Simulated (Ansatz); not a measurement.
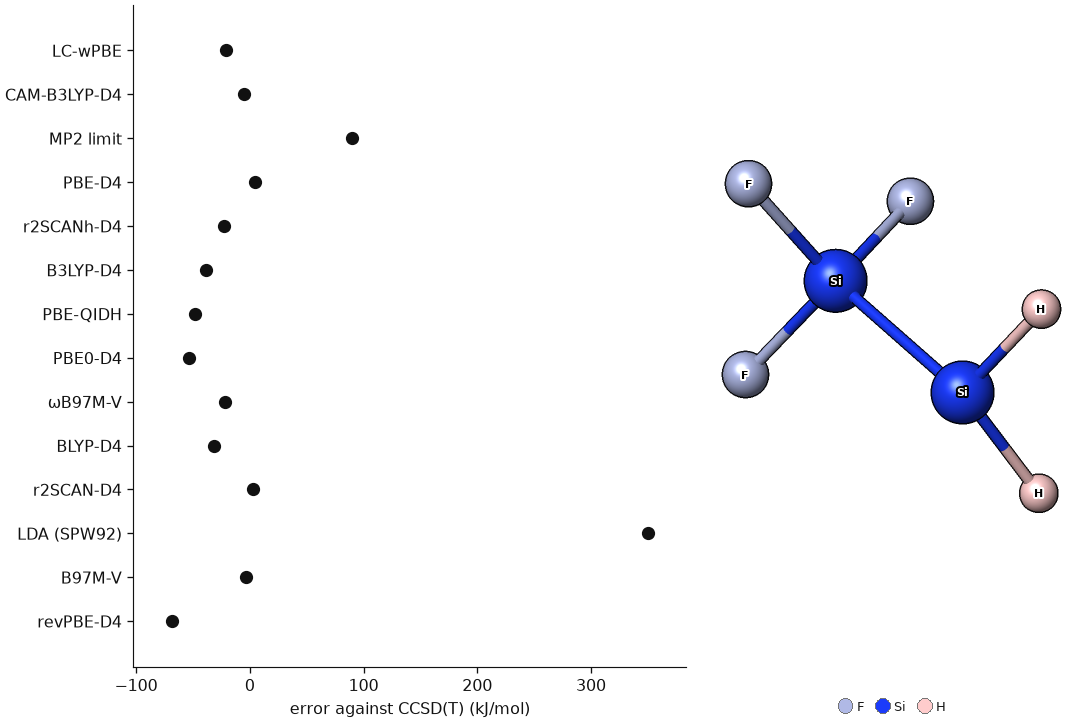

Error in the electronic atomisation energy (method less reference, so positive means overbinding) of Si₂H₂F₃, SMILES F[Si](F)(F)[SiH2], doublet: functionals in def2-TZVPP against frozen-core CCSD(T) at the limit (MP2 extrapolated from triple and quadruple zeta, plus CCSD(T) less MP2 in a smaller set), which gives 2621.6 kJ/mol, at a PBE0-D4/def2-TZVP geometry (a minimum by its frequencies), no zero-point or spin-orbit term, the Ansatz code 0.2.0. The reference leaves out core correlation, a term that grows with the number of heavy atoms. PBE-QIDH holds a correlation term that converges slowly with the basis, so part of the distance to the limit is basis error. No dispersion term is added to LC-wPBE and PBE-QIDH. Limit means the basis limit.

**Which of these levels overbind, and which underbind?**

Overbind: MP2 limit and LDA (SPW92). Underbind: B3LYP-D4, PBE-QIDH, PBE0-D4, BLYP-D4 and revPBE-D4. Within 25 kJ/mol of zero, too close to call in view of what the reference leaves out: LC-wPBE, CAM-B3LYP-D4, PBE-D4, r2SCANh-D4, ωB97M-V, r2SCAN-D4 and B97M-V.

**Give the values.**

```tsv
level	kJ/mol
LC-wPBE	−20.9
CAM-B3LYP-D4	−5.2
MP2 limit	89.7
PBE-D4	4.3
r2SCANh-D4	−23.0
B3LYP-D4	−38.5
PBE-QIDH	−48.5
PBE0-D4	−53.2
ωB97M-V	−21.9
BLYP-D4	−31.7
r2SCAN-D4	2.8
LDA (SPW92)	350.4
B97M-V	−3.0
revPBE-D4	−68.8
```
